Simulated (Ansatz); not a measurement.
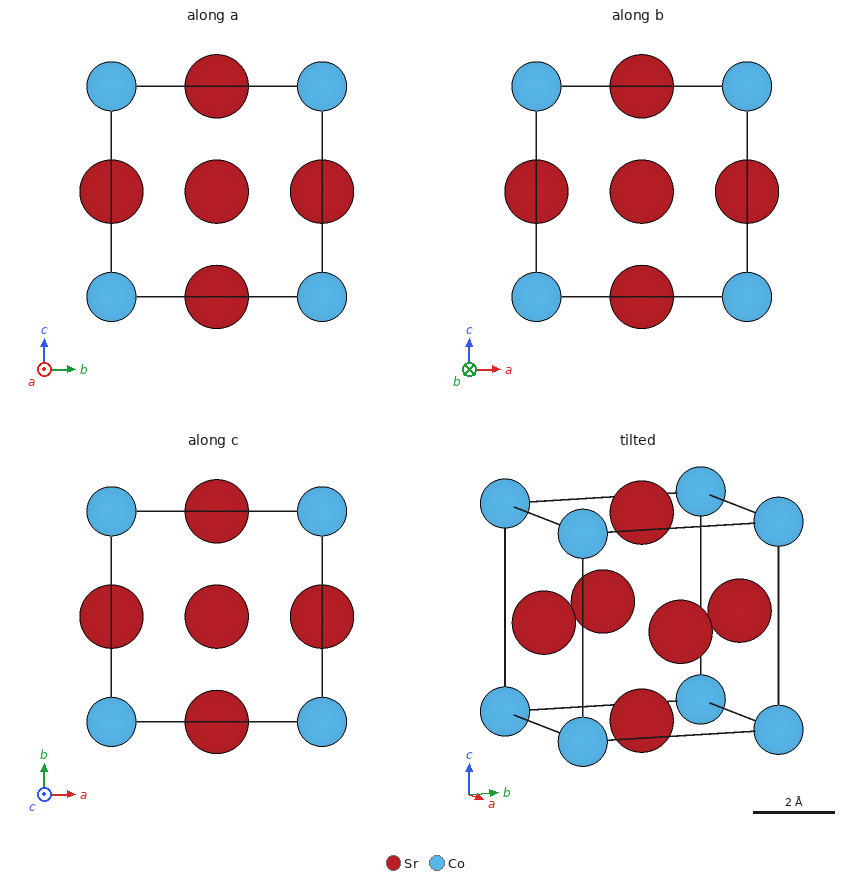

The structure above is drawn in spheres-only style and viewed along the a axis, along the b axis, along the c axis and slightly off an axis. The parallelepiped is the conventional unit cell.

Lattice parameters: a = 5.2013 Å, b = 5.2013 Å, c = 5.2013 Å, α = 90.000°, β = 90.000°, γ = 90.000°.

Express the structure as a CIF with its space group and independent sites.

```cif
data_structure
_symmetry_space_group_name_H-M 'P m -3 m'
_symmetry_Int_Tables_number 221
_cell_length_a 5.2013
_cell_length_b 5.2013
_cell_length_c 5.2013
_cell_angle_alpha 90.000
_cell_angle_beta 90.000
_cell_angle_gamma 90.000
_cell_volume 140.71
loop_
_atom_site_label
_atom_site_type_symbol
_atom_site_symmetry_multiplicity
_atom_site_Wyckoff_symbol
_atom_site_fract_x
_atom_site_fract_y
_atom_site_fract_z
_atom_site_occupancy
Sr1 Sr 3 c 0.0000 0.5000 0.5000 1
Co1 Co 1 a 0.0000 0.0000 0.0000 1
```

Source of the structure: a structure type filled with these elements by a generator (whether the compound takes this form wasn't checked). It was relaxed with Ansatz 0.2.0, DFT PBE, scalar-relativistic, plane waves, PAW.
